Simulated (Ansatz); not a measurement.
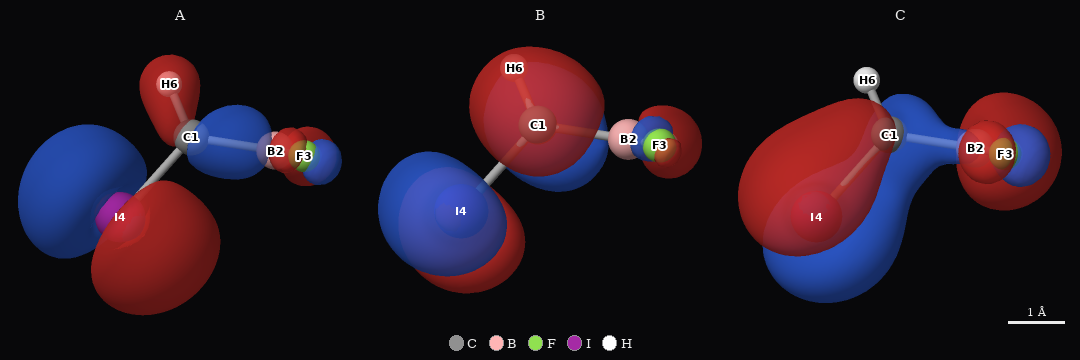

CH2BFI (charge +1). Three frontier orbitals at ±0.1 Å⁻³ᐟ² (blue and red are the two phases), in no order.

Geometry: r2SCAN-D4/def2-SVP; core potentials replace the inner electrons of I.

Theory: isolated molecule in a Gaussian basis; Kohn-Sham density functional theory, functional PBE0 in Ansatz 0.2.0.

```xyz
6

C    -1.3873    0.4862    0.4982
B    -2.1047    1.8147    0.9647
F    -1.4408    2.8032    1.4762
I    -0.5159    0.3205   -1.2704
H    -3.3040    1.8277    0.7859
H    -1.4457   -0.4503    1.0808
```

Q: Which picture is the HOMO−1, the HOMO and the LUMO?

A: C is the HOMO−1 (−15.12 eV). It lies mainly on I4 (about 55 %), H5 (about 15 %), C1 (about 15 %), B2 (about 15 %) and F3 (about 5 %). A is the HOMO (−13.96 eV). It lies mainly on I4 (about 80 %) and C1 (about 10 %); largely a lone pair of I4. B is the LUMO (−10.26 eV). By Hirshfeld shares it lies mainly on C1 (about 50 %), I4 (about 35 %) and B2 (about 10 %); π-antibonding (π*) across C1–I4.

Q: What is the HOMO–LUMO gap?

A: 3.70 eV between the orbital energies.
